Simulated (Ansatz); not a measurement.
```xyz
11

B     0.0716    0.3180   -0.0637
H    -0.7049    0.6156    0.8040
H     1.2552    0.4976    0.1010
H    -0.3577   -0.0681   -1.1277
N    -0.2989   -2.0508    1.2486
H    -0.5381   -2.5175    0.3765
Si    1.1909   -2.3701    2.1131
H     1.4141   -3.8529    2.0530
H     2.4370   -1.6987    1.5991
H     0.9818   -1.9262    3.5311
H    -0.8256   -1.1620    1.3721
```

Not at a stationary point (largest force 1.0 eV/Å).

All numbers below come from RKS PBE-D4/6-31G* in Ansatz 0.2.0.

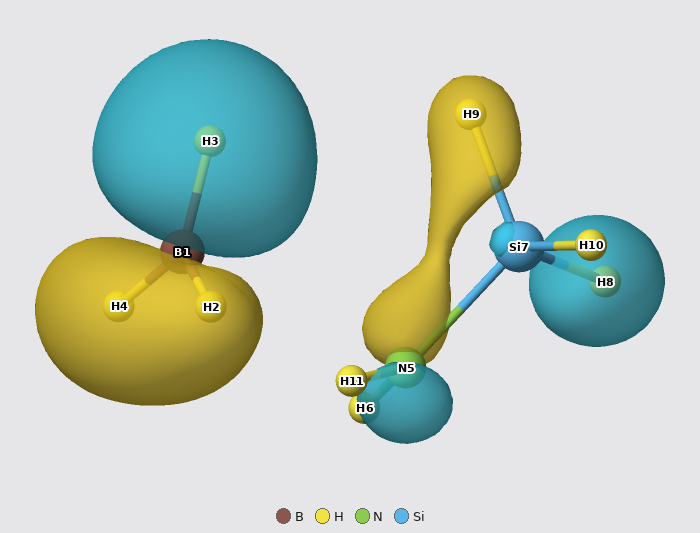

BH3···H5NSi. The HOMO−1 at ±0.1 Å⁻³ᐟ² (yellow and cyan are the two phases), seen at a tilt.

**Describe this orbital and give its energy.**

Its weight (Hirshfeld) is mainly on B1 (about 35 %), H3 (about 30 %) and H4 (about 10 %). Its energy is −7.97 eV.
